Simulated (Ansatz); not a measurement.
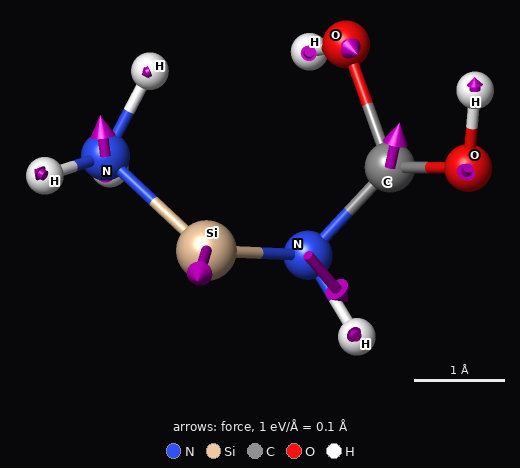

Starting geometry of CH6N2O2Si with the computed forces as purple arrows. Style: ball-and-stick. Shown at a tilt.

The run prepares an end point of a later path (hydrogen shift) calculation, from a guessed geometry.

All numbers below come from Ansatz, RKS PBE-D4/def2-SVP. Set-up: no spin polarisation; force threshold 0.02 eV/Å; at most 50 steps.

Q: Is this structure relaxed? If not, where do the atoms go?

A: It isn't relaxed: the largest force vector, on the Si atom, is 9.64 eV/Å. The final displacements have little in common with the starting forces (cosine between the two patterns 0.27). After 11 accepted moves (13 points after the start) the energy has fallen by 515.1 kJ/mol. Largest force component: 8.5 eV/Å at the start, 0.019 eV/Å at the end. The line search rejected the trial steps at points 8, 11 of the run. An H atom moves most after the best rigid fit: 0.62 Å. By element the largest moves are H 0.62 Å, C 0.60 Å, Si 0.44 Å, O 0.36 Å, N 0.17 Å. Among the contacts that change: H–Si 1.980 → 2.695 Å, C–Si 2.423 → 1.939 Å, N–Si 1.693 → 2.061 Å, N–Si 1.593 → 1.871 Å. Among the angles between lasting bonds that change: Si–N–C 110.4° → 70.6°, Si–N–H 89.6° → 117.5°, H–N–H 136.5° → 109.6°.
